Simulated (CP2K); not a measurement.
**C2H8BOP (SMILES COB(C)P): PM3**

What is the energy difference between two shapes of C2H8BOP at PM3? 

The results are computed with CP2K 2026.2.

2 further runs of the same task are left out: 2 set aside as unsound or not needed.

### Step 1. The molecule

C2H8BOP: 13 atoms, total charge 0, spin state singlet. As SMILES, `COB(C)P`. Geometry: relaxed at GFN2-xTB. This is one conformer, not always the lowest.

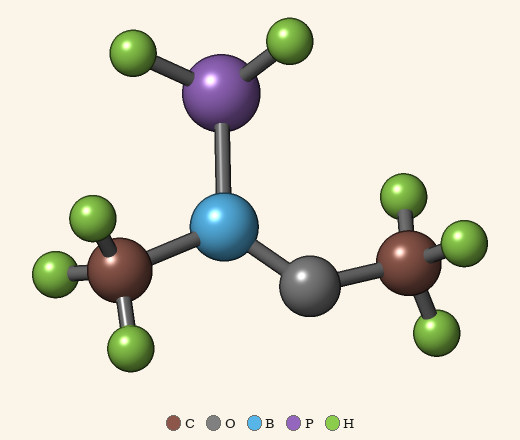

The structure, seen from a chosen angle (carbon brown, oxygen grey, boron blue, phosphorus purple, hydrogen green).

### Step 2. Energy and forces at PM3

Input file molecule.pdb:

```
HETATM    1 C    MOL A   1      -1.726  -1.025   0.616  1.00  0.00           C
HETATM    2 O    MOL A   1      -0.741  -0.763  -0.351  1.00  0.00           O
HETATM    3 B    MOL A   1       0.329   0.001  -0.194  1.00  0.00           B
HETATM    4 C    MOL A   1       1.338   0.121  -1.414  1.00  0.00           C
HETATM    5 P    MOL A   1       0.732   0.895   1.491  1.00  0.00           P
HETATM    6 H    MOL A   1      -1.409  -0.692   1.611  1.00  0.00           H
HETATM    7 H    MOL A   1      -2.646  -0.506   0.337  1.00  0.00           H
HETATM    8 H    MOL A   1      -1.912  -2.100   0.633  1.00  0.00           H
HETATM    9 H    MOL A   1       1.415   1.148  -1.765  1.00  0.00           H
HETATM   10 H    MOL A   1       2.341  -0.178  -1.115  1.00  0.00           H
HETATM   11 H    MOL A   1       1.037  -0.497  -2.255  1.00  0.00           H
HETATM   12 H    MOL A   1      -0.350   1.759   1.445  1.00  0.00           H
HETATM   13 H    MOL A   1       1.593   1.834   0.960  1.00  0.00           H
END
```

Input file gas.inp:

```
&GLOBAL
    PROJECT gas
    RUN_TYPE ENERGY_FORCE
    PRINT_LEVEL MEDIUM
&END GLOBAL

&FORCE_EVAL
    METHOD QUICKSTEP
    &DFT
        &QS
            METHOD PM3
            EPS_DEFAULT 1.0E-10
            &SE
                &COULOMB
                    CUTOFF [angstrom] 50
                    RC_RANGE [angstrom] 0
                &END COULOMB
                &EXCHANGE
                    CUTOFF [angstrom] 50
                    RC_RANGE [angstrom] 0
                &END EXCHANGE
            &END SE
        &END QS
        &POISSON
            PERIODIC NONE
            POISSON_SOLVER ANALYTIC
        &END POISSON
        &SCF
            SCF_GUESS ATOMIC
            EPS_SCF 1.0E-06
            MAX_SCF 100
            &DIAGONALIZATION
                ALGORITHM STANDARD
            &END DIAGONALIZATION
            &MIXING
                METHOD DIRECT_P_MIXING
                ALPHA 0.4
            &END MIXING
        &END SCF
        &PRINT
            &MOMENTS
                PERIODIC F
                REFERENCE COM
                MAX_MOMENT 1
            &END MOMENTS
            &MO ON
                ENERGIES T
                OCCUPATION_NUMBERS T
                NDIGITS 6
                &EACH
                    QS_SCF 0
                &END EACH
                ADD_LAST NUMERIC
            &END MO
            &HIRSHFELD OFF
            &END HIRSHFELD
        &END PRINT
    &END DFT
    &SUBSYS
        &CELL
            ABC 15 13.9 13.9
            PERIODIC NONE
        &END CELL
        &TOPOLOGY
            COORD_FILE_NAME molecule.pdb
            COORD_FILE_FORMAT PDB
            CONN_FILE_FORMAT OFF
            &CENTER_COORDINATES
            &END CENTER_COORDINATES
        &END TOPOLOGY
    &END SUBSYS
    &PRINT
        &FORCES ON
        &END FORCES
    &END PRINT
&END FORCE_EVAL
```

Launch:

```console
OMP_NUM_THREADS=1 cp2k.psmp -i gas.inp > gas.out 2>&1
```

The program printed:

```text
CP2K| version string:                                       CP2K version 2026.2
[...]
 GLOBAL| Method name                                                        CP2K
[...]
 GLOBAL| Run type                                                   ENERGY_FORCE
[...]
                             - Atoms:                                         13
[...]
                             - Spherical basis functions:                     28
[...]
 Number of electrons:                                                         30
[...]
     1 P_Mix/Diag. 0.40E+00    0.0     0.82023788       -23.0269307100 -2.30E+01
[...]
    17 DIIS/Diag.  0.34E-06    0.0     0.00000076       -30.6650887640 -1.09E-11
  *** SCF run converged in    17 steps ***
  Core-core repulsion energy [eV]:                           2125.40035431141723
  Core Hamiltonian energy [eV]:                             -1262.21330692191418
  Two-electron integral energy [eV]:                        -3395.25309748445170
  Electronic energy [eV]:                                   -2959.83985566414049
  Total energy [eV]:                                         -834.43950135272303
  Atomic reference energy [eV]:                               831.09770496981196
  Heat of formation [kcal/mol]:                               -77.06366143832960
[...]
 SE_DIPOLE| Moment [Debye]          1.10979118      -0.45303507       0.39364149
 SE_DIPOLE| Derivative [a.u.]       0.00000000       0.00000000       0.00000000
 ENERGY| Total FORCE_EVAL ( QS ) energy [hartree]            -30.665088764006668
 FORCES| Atomic forces [hartree/bohr]
 FORCES|   Atom     x               y               z               |f|
 FORCES|      1  1.04491372E-02  1.06393042E-02  7.35362261E-03   1.66269368E-02
 FORCES|      2 -1.60743178E-02 -2.06961822E-02 -2.22112760E-02   3.43519495E-02
 FORCES|      3  1.41004481E-02  1.68437517E-02  2.54340714E-02   3.36069427E-02
 FORCES|      4 -6.75540421E-03 -3.97473629E-04  9.43694921E-03   1.16124710E-02
 FORCES|      5 -3.28397379E-03  7.40256814E-03 -2.55346170E-02   2.67880414E-02
 FORCES|      6 -1.53313851E-04  2.48338524E-04  2.21318591E-03   2.23234608E-03
 FORCES|      7 -4.33312454E-04  1.67985423E-03 -3.00223396E-03   3.46743113E-03
 FORCES|      8  2.49164234E-03 -2.55151392E-03 -3.15594856E-03   4.76219657E-03
 FORCES|      9 -3.10401358E-03  4.54615599E-03 -1.27393378E-04   5.50623862E-03
 FORCES|     10  2.20252780E-03 -3.36266425E-03  2.99301771E-03   5.01166585E-03
 FORCES|     11 -2.64585850E-03 -3.48878458E-03 -2.77948202E-03   5.18629977E-03
 FORCES|     12  3.93967131E-03 -5.52094031E-03  3.42482349E-03   7.59810554E-03
 FORCES|     13 -7.33232602E-04 -5.34241396E-03  5.95528055E-03   8.03395192E-03
[...]
```

Wall time 1 s (1 thread of AMD EPYC 7R43 (Zen 3), shared host); peak memory 0.18 GiB.

### Step 3. The distorted shape

Input file molecule.pdb:

```
HETATM    1 C    MOL A   1      -1.503  -0.931   0.647  1.00  0.00           C
HETATM    2 O    MOL A   1      -0.771  -0.858  -0.307  1.00  0.00           O
HETATM    3 B    MOL A   1       0.265  -0.191  -0.102  1.00  0.00           B
HETATM    4 C    MOL A   1       1.342   0.280  -1.351  1.00  0.00           C
HETATM    5 P    MOL A   1       0.616   0.904   1.631  1.00  0.00           P
HETATM    6 H    MOL A   1      -1.463  -0.795   1.676  1.00  0.00           H
HETATM    7 H    MOL A   1      -2.378  -0.552   0.287  1.00  0.00           H
HETATM    8 H    MOL A   1      -1.943  -2.063   0.719  1.00  0.00           H
HETATM    9 H    MOL A   1       1.405   1.170  -1.799  1.00  0.00           H
HETATM   10 H    MOL A   1       2.239  -0.190  -1.040  1.00  0.00           H
HETATM   11 H    MOL A   1       1.134  -0.421  -2.216  1.00  0.00           H
HETATM   12 H    MOL A   1      -0.281   1.781   1.470  1.00  0.00           H
HETATM   13 H    MOL A   1       1.451   1.900   0.821  1.00  0.00           H
END
```

Input file calc.inp:

```
&FORCE_EVAL
  METHOD QUICKSTEP
  &DFT
    &QS
      METHOD PM3
      EPS_DEFAULT 1.0E-10
      &SE
        &COULOMB
          CUTOFF [angstrom] 50
          RC_RANGE [angstrom] 0
        &END COULOMB
        &EXCHANGE
          CUTOFF [angstrom] 50
          RC_RANGE [angstrom] 0
        &END EXCHANGE
      &END SE
    &END QS
    &POISSON
      PERIODIC NONE
      POISSON_SOLVER ANALYTIC
    &END POISSON
    &SCF
      SCF_GUESS ATOMIC
      EPS_SCF 1.0E-06
      MAX_SCF 100
      &DIAGONALIZATION
        ALGORITHM STANDARD
      &END DIAGONALIZATION
      &MIXING
        METHOD DIRECT_P_MIXING
        ALPHA 0.4
      &END MIXING
    &END SCF
    &PRINT
      &MOMENTS
        PERIODIC F
        REFERENCE COM
        MAX_MOMENT 1
      &END MOMENTS
      &MO ON
        ENERGIES T
        OCCUPATION_NUMBERS T
        NDIGITS 6
        &EACH
          QS_SCF 0
        &END EACH
        ADD_LAST NUMERIC
      &END MO
      &HIRSHFELD OFF
      &END HIRSHFELD
    &END PRINT
  &END DFT
  &SUBSYS
    ! vacuum box
    &CELL
      ABC 14.6 14 13.9
      PERIODIC NONE
    &END CELL
    &TOPOLOGY
      COORD_FILE_NAME molecule.pdb
      COORD_FILE_FORMAT PDB
      CONN_FILE_FORMAT OFF
      &CENTER_COORDINATES
      &END CENTER_COORDINATES
    &END TOPOLOGY
  &END SUBSYS
  &PRINT
    &FORCES ON
    &END FORCES
  &END PRINT
&END FORCE_EVAL

&GLOBAL
  PROJECT_NAME calc
  RUN_TYPE ENERGY_FORCE
  PRINT_LEVEL MEDIUM
&END GLOBAL
```

Launch:

```console
OMP_NUM_THREADS=1 cp2k.psmp -i calc.inp -o calc.out
```

The program printed:

```text
CP2K| version string:                                       CP2K version 2026.2
[...]
 GLOBAL| Method name                                                        CP2K
[...]
 GLOBAL| Run type                                                   ENERGY_FORCE
[...]
                             - Atoms:                                         13
[...]
                             - Spherical basis functions:                     28
[...]
 Number of electrons:                                                         30
[...]
     1 P_Mix/Diag. 0.40E+00    0.0     0.85325844       -22.7101658190 -2.27E+01
[...]
    19 DIIS/Diag.  0.34E-06    0.0     0.00000064       -30.5231714988 -1.24E-11
  *** SCF run converged in    19 steps ***
  Core-core repulsion energy [eV]:                           2169.24172376515617
  Core Hamiltonian energy [eV]:                             -1259.73429533679086
  Two-electron integral energy [eV]:                        -3480.17032920179781
  Electronic energy [eV]:                                   -2999.81945993768977
  Total energy [eV]:                                         -830.57773617253360
  Atomic reference energy [eV]:                               831.09770496981196
  Heat of formation [kcal/mol]:                                11.99076627075786
[...]
 SE_DIPOLE| Moment [Debye]          1.26804514       0.23998276       0.49792244
 SE_DIPOLE| Derivative [a.u.]       0.00000000       0.00000000       0.00000000
 ENERGY| Total FORCE_EVAL ( QS ) energy [hartree]            -30.523171498771362
 FORCES| Atomic forces [hartree/bohr]
 FORCES|   Atom     x               y               z               |f|
 FORCES|      1 -2.21184345E-01 -1.30965251E-01  1.83330430E-01   3.15728456E-01
 FORCES|      2  1.26395857E-01 -4.19047011E-02 -2.25787275E-01   2.62129377E-01
 FORCES|      3  1.53264971E-01  1.27615161E-01  1.72056592E-03   1.99446085E-01
 FORCES|      4 -5.37922144E-02 -1.18677155E-01  2.57979015E-02   1.32828466E-01
 FORCES|      5  3.13866752E-02  4.10624460E-03 -5.46201961E-02   6.31296321E-02
 FORCES|      6  3.24712804E-02  2.54244276E-02  4.73459055E-02   6.27886959E-02
 FORCES|      7 -8.35483844E-02  4.65141774E-02 -9.64035185E-03   9.61084680E-02
 FORCES|      8  2.19053948E-02  2.08055086E-02 -4.62979836E-03   3.05638764E-02
 FORCES|      9  2.00891228E-03  7.39267206E-02 -1.34214907E-02   7.51620393E-02
 FORCES|     10  3.06109496E-02  4.89766872E-03  1.70444384E-02   3.53769738E-02
 FORCES|     11 -1.01424331E-02  7.75139830E-03  6.74179827E-03   1.44362381E-02
 FORCES|     12 -1.92624791E-02  5.44456414E-03  2.62479736E-03   2.01885101E-02
 FORCES|     13 -1.01141846E-02 -2.49387630E-02  2.34932746E-02   3.57235578E-02
[...]
```

Wall time 1.1 s (1 thread of AMD EPYC 7R43 (Zen 3), shared host); peak memory 0.18 GiB.

### Step 4. What came out

At PM3:

```
                                                  quantity           value
                                 first shape: total energy    -30.66509 Eh
                                first shape: dipole moment          1.26 D
                                  first shape: HOMO energy        -9.02 eV
    first shape: heat of formation at this unrelaxed shape  -77.1 kcal/mol
                     first shape: largest force on an atom      1.766 eV/Å
                             distorted shape: total energy    -30.52317 Eh
                            distorted shape: dipole moment          1.38 D
                              distorted shape: HOMO energy        -9.09 eV
distorted shape: heat of formation at this unrelaxed shape   12.0 kcal/mol
                 distorted shape: largest force on an atom     16.235 eV/Å
                    energy change with the atoms displaced        3.862 eV
```

**Reading.** With the atoms displaced the energy rises by 3.86 eV (373 kJ/mol). The first shape isn't relaxed at this level, so the change isn't measured from a minimum. The largest force (first shape) is 1.77 eV/Å: the shape isn't a stationary point for this species at this level.
